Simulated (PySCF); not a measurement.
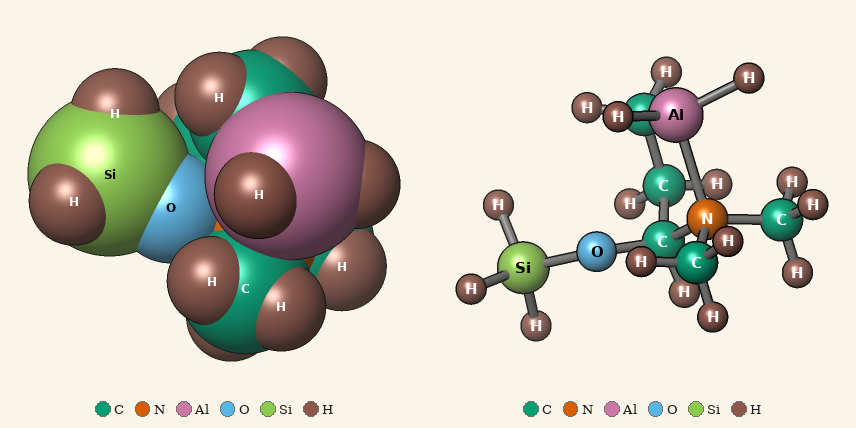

The same structure drawn twice, from different directions.

The geometry was computed by an optimisation with PBE0-D3(BJ)/def2-SVP. No frequency run is at hand to confirm it as a minimum.

Identify the structure.

It has 25 atoms: 5 carbon, 16 hydrogen, 1 aluminium, 1 nitrogen, 1 oxygen and 1 silicon (C₅H₁₆AlNOSi). Its SMILES string is `C[N+]1(C)[AlH2-][CH2]C[C@@H]1O[SiH3]`. Among its groups: Si–H bond, Si–O bond. This geometry has C1 symmetry. Coordination, clear cases only: 5 C tetrahedral; 1 N tetrahedral; 1 O bent; 1 Si tetrahedral.

More results for the same structure follow; atom numbers are the same in all pictures, views and colours differ.

## Shape

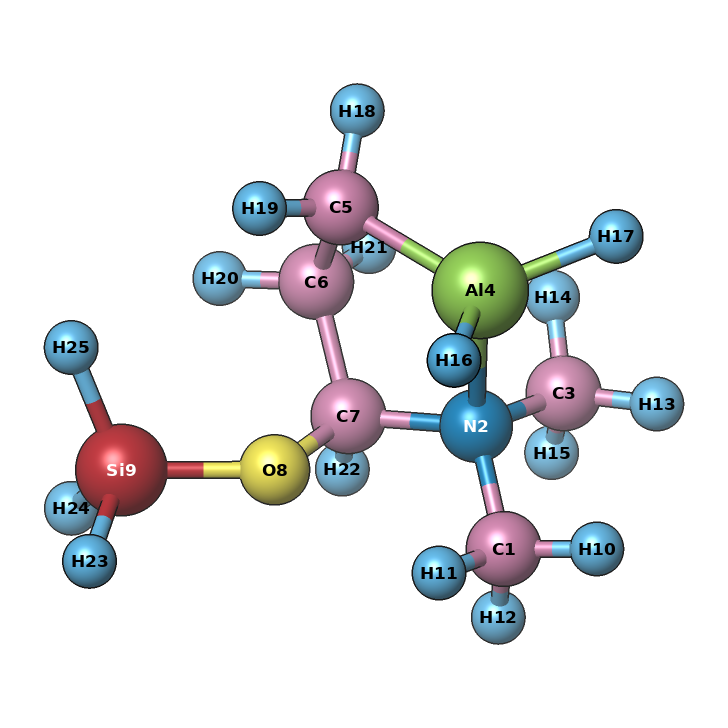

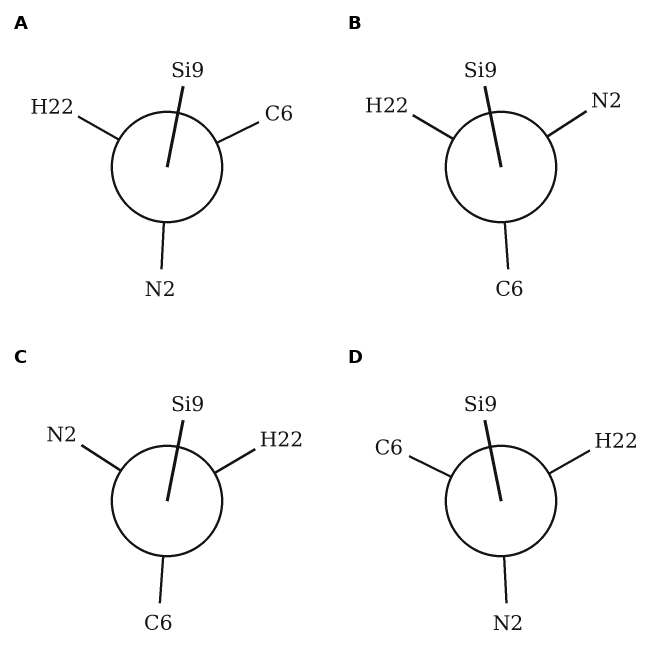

Depth is shown by fading: the farther an atom, the more it takes the colour of the background. Bonds that would overlap in a projection are set slightly apart. No frequency run is at hand to confirm it as a minimum.

> Which Newman projection shows the view along O8–C7, with O8 in front?

A. The torsion angle Si9–O8–C7–N2 is 172°, antiperiplanar (anti).

## NMR shielding

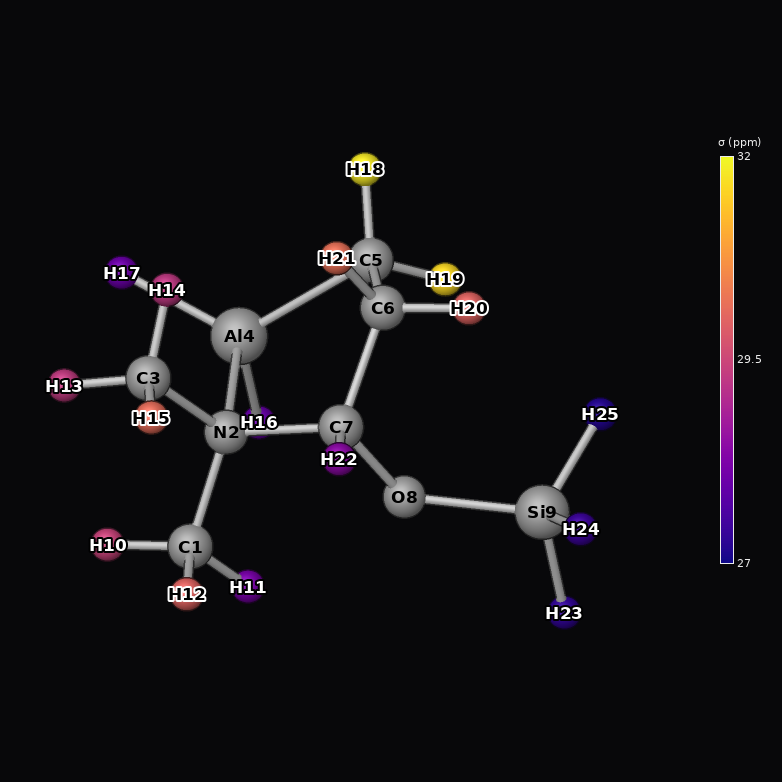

Atoms are coloured by their isotropic NMR shieldings (H only, the others grey). No frequency run is at hand to confirm it as a minimum. Method: GIAO HF/pcSseg-1 NMR shielding, non-relativistic, gas phase (PySCF 2.14.0).

List the isotropic NMR shieldings of the H atoms.

| atom | σ (ppm) |
| --- | --- |
| H10 | 29.45 |
| H11 | 28.19 |
| H12 | 29.99 |
| H13 | 29.32 |
| H14 | 29.27 |
| H15 | 30.15 |
| H16 | 27.95 |
| H17 | 28.00 |
| H18 | 31.82 |
| H19 | 31.62 |
| H20 | 30.01 |
| H21 | 30.22 |
| H22 | 28.44 |
| H23 | 27.32 |
| H24 | 27.44 |
| H25 | 27.19 |

## Polarisability

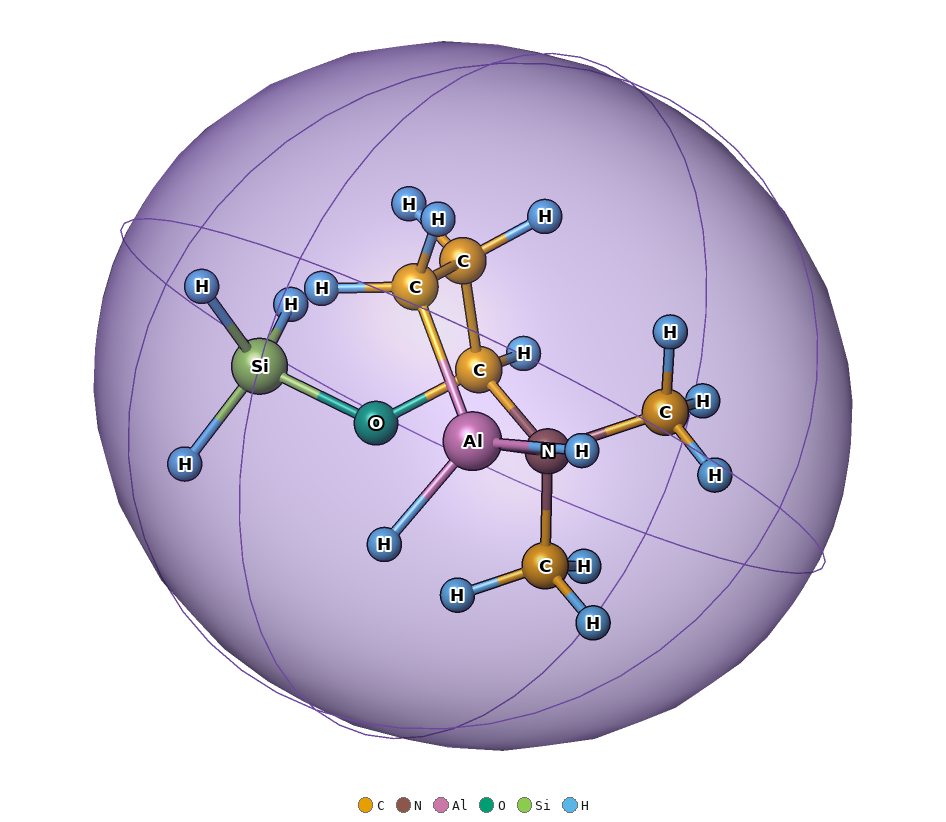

The ellipsoid shows the static dipole polarisability: its half-axes are proportional to the principal values. No frequency run is at hand to confirm it as a minimum. Level of theory: CAM-B3LYP/def2-SVPD (PySCF 2.14.0).

> How large and how anisotropic is the polarisability?

Principal values 117.9, 120.4, 134.0 bohr³; mean 124.1 bohr³ (18.39 Å³); anisotropy 15.0 bohr³, so the longest axis is 1.14 times the shortest.

## Charges

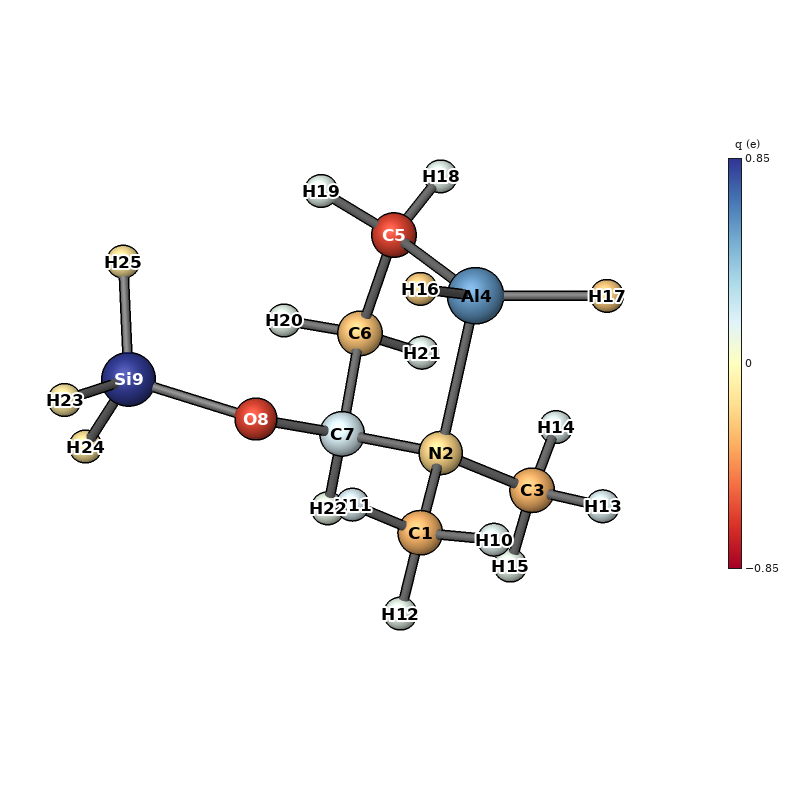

Atoms are coloured by their IAO charges. No frequency run is at hand to confirm it as a minimum. Method: PBE0/pcSseg-1, gas phase (PySCF 2.14.0).

List the IAO charges.

```json
{"atom": "C1", "value (e)": "−0.30"}
{"atom": "N2", "value (e)": "−0.20"}
{"atom": "C3", "value (e)": "−0.30"}
{"atom": "Al4", "value (e)": "0.57"}
{"atom": "C5", "value (e)": "−0.62"}
{"atom": "C6", "value (e)": "−0.26"}
{"atom": "C7", "value (e)": "0.19"}
{"atom": "O8", "value (e)": "−0.62"}
{"atom": "Si9", "value (e)": "0.83"}
{"atom": "H10", "value (e)": "0.15"}
{"atom": "H11", "value (e)": "0.18"}
{"atom": "H12", "value (e)": "0.13"}
{"atom": "H13", "value (e)": "0.16"}
{"atom": "H14", "value (e)": "0.16"}
{"atom": "H15", "value (e)": "0.13"}
{"atom": "H16", "value (e)": "−0.22"}
{"atom": "H17", "value (e)": "−0.23"}
{"atom": "H18", "value (e)": "0.14"}
{"atom": "H19", "value (e)": "0.13"}
{"atom": "H20", "value (e)": "0.13"}
{"atom": "H21", "value (e)": "0.13"}
{"atom": "H22", "value (e)": "0.11"}
{"atom": "H23", "value (e)": "−0.11"}
{"atom": "H24", "value (e)": "−0.14"}
{"atom": "H25", "value (e)": "−0.13"}
```
